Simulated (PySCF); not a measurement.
# C5H4FNO2: the cost of one run

Computed with PySCF 2.14.0 and routines of our own; the level stands in each step. Atoms count from 0.

## Step 1: The starting structure

13 atoms, charge 0, multiplicity 1; geometry from: GFN2-xTB.

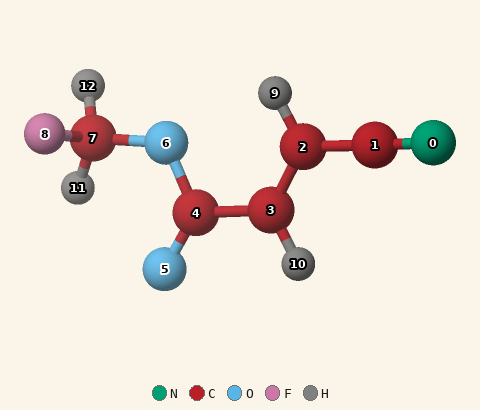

The starting geometry (nitrogen teal, carbon red, oxygen blue, fluorine pink, hydrogen grey).

## Step 2: Magnetic properties: GIAO B3LYP/pcSseg-1

Job settings and geometry (Å):

```
{"job": {"kind": "mag", "xc": "B3LYP", "basis": "pcSseg-1", "isotopologues": 0}, "charge": 0, "multiplicity": 1}
N     -4.285537     0.545320    -0.006808
C     -3.142806     0.473518    -0.056356
C     -1.737166     0.407759    -0.110812
C     -1.069954    -0.749998    -0.143257
C      0.400404    -0.834331    -0.206242
O      1.018763    -1.857438    -0.295843
O      0.986516     0.393540    -0.123967
C      2.367994     0.456388    -0.273078
F      2.672099     0.701563    -1.577145
H     -1.218567     1.357540    -0.124123
H     -1.576647    -1.704872    -0.141626
H      2.847286    -0.492984     0.003114
H      2.733229     1.304480     0.315919
```

Method: GIAO B3LYP/pcSseg-1 magnetisability, rotational g tensor and spin-rotation constants, non-relativistic, gas phase.

On the command line:

```console
OMP_NUM_THREADS=1 python excited_run.py task.json out
```

One launch serves the whole session: the jobs run in the order shown.

Q: Estimate the wall time and peak memory of this first job on 1 thread of Arm Neoverse N1, shared host.

About 45 s, with a peak of 0.75 GiB.
